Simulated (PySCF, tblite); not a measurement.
# C6H5FN2: dynamics, then NMR shifts on frames, part 2 of 2

tblite 0.8.0 and PySCF 2.14.0. Atoms count from 0. The steps go on from the part before.

**5. Shielding tensors: 625 fs, PBE0/pcSseg-1**

What the job is given:

```
{"job": {"kind": "nmr", "xc": "PBE0", "basis": "pcSseg-1", "pop": false}, "charge": 0, "multiplicity": 1}
C     -1.777800    -0.348100     0.721900
C     -0.462900    -0.711500     0.305600
C     -0.352300    -1.938900    -0.388200
N     -0.109300    -2.790500    -1.116000
C      0.539300     0.169100     0.428700
C      0.391400     1.337600     1.225400
N      0.230500     2.196800     1.983900
C      1.907500    -0.220300    -0.085300
F      2.615200     0.850400    -0.549200
H     -1.836400     0.540100     1.326300
H     -2.080500    -1.242800     1.322600
H     -2.440000    -0.277500    -0.123000
H      1.725100    -0.885300    -0.986300
H      2.555700    -0.855200     0.485700
```

Method: GIAO PBE0/pcSseg-1 NMR shielding, non-relativistic, gas phase.

Output:

```text
coarse grid: 12832 points
cycle   1  E = -440.1999121475  dE =  1.486e+00  |g| = 6.996e-01  |ddm| = 3.786e+00
cycle   2  E = -439.8248227099  dE =  3.751e-01  |g| = 1.503e+00  |ddm| = 2.130e+00
cycle   3  E = -440.2959721492  dE = -4.711e-01  |g| = 2.091e-01  |ddm| = 1.508e+00
cycle   4  E = -440.3038216647  dE = -7.850e-03  |g| = 7.618e-02  |ddm| = 2.084e-01
cycle   5  E = -440.3048826603  dE = -1.061e-03  |g| = 1.735e-02  |ddm| = 7.146e-02
cycle   6  E = -440.3049397773  dE = -5.712e-05  |g| = 6.446e-03  |ddm| = 1.938e-02
cycle   7  E = -440.3049473157  dE = -7.538e-06  |g| = 3.031e-03  |ddm| = 6.992e-03
final grid: 127696 points
cycle   8  E = -440.3627271760  dE = -3.022e-05  |g| = 8.662e-03  |ddm| = 3.168e-02
cycle   9  E = -440.3626828118  dE =  4.436e-05  |g| = 1.697e-02  |ddm| = 1.940e-02
cycle  10  E = -440.3627424009  dE = -5.959e-05  |g| = 2.703e-03  |ddm| = 1.318e-02
cycle  11  E = -440.3627439895  dE = -1.589e-06  |g| = 4.961e-04  |ddm| = 2.366e-03
cycle  12  E = -440.3627440296  dE = -4.006e-08  |g| = 1.531e-04  |ddm| = 5.274e-04
cycle  13  E = -440.3627440324  dE = -2.783e-09  |g| = 8.943e-05  |ddm| = 1.645e-04
cycle  14  E = -440.3627440340  dE = -1.621e-09  |g| = 2.992e-05  |ddm| = 8.117e-05
cycle  15  E = -440.3627440342  dE = -1.812e-10  |g| = 7.993e-06  |ddm| = 3.007e-05
converged SCF energy = -440.3627440342

GIAO shielding tensors (ppm)
atom      isotropic    diamagn.    paramagn.     s11        s22        s33       span
  0 C      164.465     243.708     -79.244    149.221    161.617    182.555     33.334
  1 C       51.180     261.411    -210.231    -72.441     69.251    156.729    229.170
  2 C       65.838     263.294    -197.455    -51.103    -46.396    295.014    346.117
  3 N      -87.590     340.380    -427.971   -244.107   -206.555    187.891    431.998
  4 C       54.890     257.731    -202.841    -59.528     88.134    136.064    195.592
  5 C       65.196     259.570    -194.374    -49.354    -47.123    292.065    341.419
  6 N      -85.878     340.002    -425.880   -240.040   -214.634    197.040    437.080
  7 C      102.019     238.495    -136.475     71.048     79.923    155.087     84.039
  8 F      430.225     468.051     -37.826    398.496    404.913    487.267     88.771
  9 H       28.800      29.647      -0.847     23.909     29.420     33.071      9.162
 10 H       29.097      25.414       3.683     24.529     27.717     35.046     10.517
 11 H       29.835      27.935       1.900     25.927     27.758     35.819      9.892
 12 H       25.303      29.122      -3.819     20.520     25.265     30.124      9.603
 13 H       26.426      27.585      -1.159     23.019     27.122     29.137      6.118
```

Wall time 23 s (1 thread of Intel Xeon at 2.60GHz, shared host); peak memory 0.81 GiB.

In short: δ C1 135.7, C4 132.0, C5 121.7, C2 121.1, H12 6.41, H13 5.29 ppm.

**6. Shielding tensors: 800 fs, PBE0/pcSseg-1**

What the job is given:

```
{"job": {"kind": "nmr", "xc": "PBE0", "basis": "pcSseg-1", "pop": false}, "charge": 0, "multiplicity": 1}
C     -1.589100    -0.718100     1.103400
C     -0.280200    -0.739600     0.378900
C     -0.127600    -1.840800    -0.479600
N      0.189000    -2.817200    -0.941900
C      0.716600     0.175900     0.566700
C      0.469100     1.177000     1.495000
N      0.349100     2.003000     2.291500
C      2.066900     0.047200    -0.073500
F      2.531300     1.262500    -0.341100
H     -1.595700     0.059200     1.835800
H     -1.682900    -1.624100     1.608500
H     -2.327800    -0.533900     0.297600
H      1.943600    -0.619900    -0.989800
H      2.817900    -0.392900     0.593500
```

Level: GIAO PBE0/pcSseg-1 NMR shielding, non-relativistic, gas phase.

Output:

```text
coarse grid: 12832 points
cycle   1  E = -440.2071082903  dE =  1.535e+00  |g| = 6.957e-01  |ddm| = 3.811e+00
cycle   2  E = -439.8478387203  dE =  3.593e-01  |g| = 1.472e+00  |ddm| = 2.092e+00
cycle   3  E = -440.3022921306  dE = -4.545e-01  |g| = 2.061e-01  |ddm| = 1.493e+00
cycle   4  E = -440.3098959930  dE = -7.604e-03  |g| = 7.522e-02  |ddm| = 2.022e-01
cycle   5  E = -440.3108741442  dE = -9.782e-04  |g| = 2.252e-02  |ddm| = 7.159e-02
cycle   6  E = -440.3109603335  dE = -8.619e-05  |g| = 1.083e-02  |ddm| = 2.362e-02
cycle   7  E = -440.3109842079  dE = -2.387e-05  |g| = 2.261e-03  |ddm| = 9.239e-03
cycle   8  E = -440.3109851996  dE = -9.917e-07  |g| = 5.855e-04  |ddm| = 1.902e-03
final grid: 127696 points
cycle   9  E = -440.3681267417  dE = -3.629e-05  |g| = 6.224e-03  |ddm| = 3.529e-02
cycle  10  E = -440.3681261697  dE =  5.720e-07  |g| = 6.819e-03  |ddm| = 1.143e-02
cycle  11  E = -440.3681355264  dE = -9.357e-06  |g| = 1.254e-03  |ddm| = 5.648e-03
cycle  12  E = -440.3681357966  dE = -2.702e-07  |g| = 4.541e-04  |ddm| = 1.197e-03
cycle  13  E = -440.3681358392  dE = -4.253e-08  |g| = 1.643e-04  |ddm| = 4.736e-04
cycle  14  E = -440.3681358435  dE = -4.329e-09  |g| = 5.888e-05  |ddm| = 1.497e-04
cycle  15  E = -440.3681358442  dE = -7.290e-10  |g| = 2.188e-05  |ddm| = 5.961e-05
converged SCF energy = -440.3681358442

GIAO shielding tensors (ppm)
atom      isotropic    diamagn.    paramagn.     s11        s22        s33       span
  0 C      163.054     245.308     -82.253    149.079    156.163    183.920     34.842
  1 C       47.504     260.664    -213.160    -77.245     62.716    157.041    234.285
  2 C       68.745     261.329    -192.584    -48.645    -41.890    296.771    345.416
  3 N      -84.076     340.691    -424.767   -220.399   -208.953    177.124    397.523
  4 C       52.110     259.455    -207.345    -65.743     82.490    139.584    205.328
  5 C       65.775     259.145    -193.370    -49.429    -47.615    294.370    343.799
  6 N      -88.880     340.905    -429.785   -237.348   -208.355    179.062    416.410
  7 C      102.907     236.349    -133.442     76.626     86.119    145.977     69.351
  8 F      429.111     467.860     -38.749    392.063    418.220    477.048     84.985
  9 H       29.098      30.368      -1.271     24.404     29.568     33.322      8.918
 10 H       30.690      28.056       2.634     26.665     29.067     36.339      9.674
 11 H       29.037      27.090       1.946     24.964     27.031     35.115     10.151
 12 H       25.150      27.308      -2.158     20.720     25.561     29.169      8.449
 13 H       26.133      26.536      -0.403     22.261     26.561     29.576      7.315
```

It took 22 s on 1 thread of Intel Xeon at 2.60GHz, shared host; peak memory 0.81 GiB.

Key values: δ C1 139.4, C4 134.8, C5 121.1, C2 118.2, H12 6.57, H13 5.58 ppm.

**7. Nuclear shieldings: 1000 fs, PBE0/pcSseg-1**

What the job is given:

```
{"job": {"kind": "nmr", "xc": "PBE0", "basis": "pcSseg-1", "pop": false}, "charge": 0, "multiplicity": 1}
C     -1.657300    -0.609700     0.799600
C     -0.214500    -0.805600     0.487500
C      0.137800    -2.052700    -0.169300
N      0.270200    -3.084300    -0.681800
C      0.738600     0.054300     0.908300
C      0.273300     1.263400     1.477300
N     -0.090700     2.207600     1.983900
C      2.246100    -0.102500     0.731000
F      2.643700     1.002400     0.025000
H     -1.747300     0.359500     1.344600
H     -1.997800    -1.393000     1.433100
H     -2.199100    -0.613200    -0.109100
H      2.553200    -0.946900     0.134200
H      2.741100    -0.101900     1.729400
```

Method: GIAO PBE0/pcSseg-1 NMR shielding, non-relativistic, gas phase.

Output:

```text
coarse grid: 12832 points
cycle   1  E = -440.2056951426  dE =  1.376e+00  |g| = 7.253e-01  |ddm| = 3.774e+00
cycle   2  E = -439.7946492343  dE =  4.110e-01  |g| = 1.568e+00  |ddm| = 2.125e+00
cycle   3  E = -440.3107200416  dE = -5.161e-01  |g| = 2.037e-01  |ddm| = 1.541e+00
cycle   4  E = -440.3178825871  dE = -7.163e-03  |g| = 8.109e-02  |ddm| = 1.940e-01
cycle   5  E = -440.3190443057  dE = -1.162e-03  |g| = 2.221e-02  |ddm| = 7.253e-02
cycle   6  E = -440.3191263777  dE = -8.207e-05  |g| = 1.085e-02  |ddm| = 2.258e-02
cycle   7  E = -440.3191497409  dE = -2.336e-05  |g| = 2.426e-03  |ddm| = 8.949e-03
cycle   8  E = -440.3191509585  dE = -1.218e-06  |g| = 4.146e-04  |ddm| = 2.013e-03
final grid: 127696 points
cycle   9  E = -440.3775369472  dE = -3.881e-05  |g| = 6.881e-03  |ddm| = 3.534e-02
cycle  10  E = -440.3775348937  dE =  2.054e-06  |g| = 8.095e-03  |ddm| = 1.228e-02
cycle  11  E = -440.3775474458  dE = -1.255e-05  |g| = 1.120e-03  |ddm| = 6.235e-03
cycle  12  E = -440.3775476459  dE = -2.001e-07  |g| = 1.818e-04  |ddm| = 1.062e-03
cycle  13  E = -440.3775476501  dE = -4.273e-09  |g| = 9.635e-05  |ddm| = 2.019e-04
cycle  14  E = -440.3775476516  dE = -1.443e-09  |g| = 5.680e-05  |ddm| = 1.138e-04
cycle  15  E = -440.3775476523  dE = -6.875e-10  |g| = 1.040e-05  |ddm| = 4.643e-05
converged SCF energy = -440.3775476523

GIAO shielding tensors (ppm)
atom      isotropic    diamagn.    paramagn.     s11        s22        s33       span
  0 C      161.363     245.662     -84.299    146.519    151.988    185.581     39.062
  1 C       46.484     259.060    -212.575    -71.763     64.023    147.193    218.956
  2 C       63.625     259.828    -196.202    -54.783    -50.966    296.626    351.409
  3 N      -81.575     339.914    -421.490   -229.409   -219.150    203.833    433.242
  4 C       52.864     260.364    -207.501    -63.624     87.437    134.779    198.403
  5 C       68.482     260.832    -192.350    -44.476    -41.308    291.232    335.708
  6 N      -69.991     341.268    -411.259   -220.185   -194.638    204.849    425.034
  7 C      101.203     235.510    -134.307     76.124     81.765    145.721     69.597
  8 F      409.294     471.565     -62.271    378.135    387.315    462.431     84.296
  9 H       27.546      29.716      -2.169     22.290     28.149     32.200      9.910
 10 H       30.105      27.718       2.387     26.356     27.982     35.978      9.623
 11 H       30.061      29.493       0.568     26.373     27.975     35.836      9.464
 12 H       26.109      27.691      -1.581     22.419     25.973     29.936      7.517
 13 H       26.128      24.384       1.745     23.080     25.829     29.477      6.397
```

Wall time 21 s (1 thread of Intel Xeon at 2.60GHz, shared host); peak memory 0.81 GiB.

Key values: δ C1 140.4, C4 134.1, C2 123.3, C5 118.4, H12 5.61, H13 5.59 ppm.

**8. Comparing the runs: NMR shifts**

Shifts (ppm) of some atoms, chosen among heavy atoms and hydrogens apart, with basis size and wall time:

| frame | C7 | C0 | H10 | H11 | N6 | N3 | F8 | functions | time |
| --- | --- | --- | --- | --- | --- | --- | --- | --- | --- |
| 250 fs | 89.8 | 28.6 | 3.51 | 3.48 | 374.6 | 338.7 | -237.6 | 178 | 22 s |
| 425 fs | 89.8 | 19.9 | 2.62 | 2.42 | 350.8 | 333.7 | -242.7 | 178 | 22 s |
| 625 fs | 84.9 | 22.5 | 2.62 | 1.88 | 353.6 | 355.3 | -259.3 | 178 | 23 s |
| 800 fs | 84.0 | 23.9 | 1.03 | 2.68 | 356.6 | 351.8 | -258.2 | 178 | 22 s |
| 1000 fs | 85.7 | 25.6 | 1.61 | 1.66 | 337.7 | 349.3 | -238.3 | 178 | 21 s |

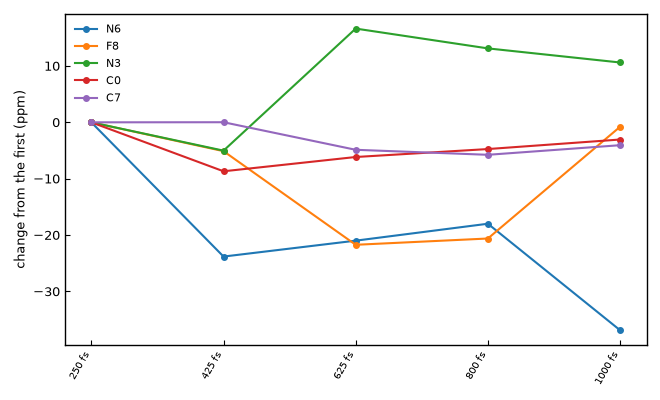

How five of the tabulated atoms move from run to run.

**9. Outcome**

This closing draws on all 2 parts.

| quantity | value |
| --- | --- |
| thermostat | 300 K |
| mean temperature, second half | 272 K |
| mean potential energy above the minimum | 0.43 eV |
| 13C shifts against TMS (PBE0/pcSseg-1, 250 fs) | 136.3, 129.6, 121.2, 120.7, 89.8, 28.6 ppm |
| 1H shifts against TMS (PBE0/pcSseg-1, 250 fs) | 6.37, 5.24, 3.51, 3.48, 3.21 ppm |
| 15N shifts against NH3 (PBE0/pcSseg-1, 250 fs) | 374.6, 338.7 ppm |
| 19F shifts against CFCl3 (PBE0/pcSseg-1, 250 fs) | -237.6 ppm |
| range of the shift of N6 | 337.7 to 374.6 ppm |

What this shows: In the second half the potential energy averages 0.43 eV above the minimum; equipartition over 36 harmonic modes at 300 K would give 0.47 eV. With 14 atoms the temperature swings widely (174 to 397 K). Shifts at one fixed geometry are not the observed spectrum, which averages over the motion. In ppm, N6 moves most: its shift spreads over 36.9 ppm, from 337.7 (1000 fs) to 374.6 (250 fs).
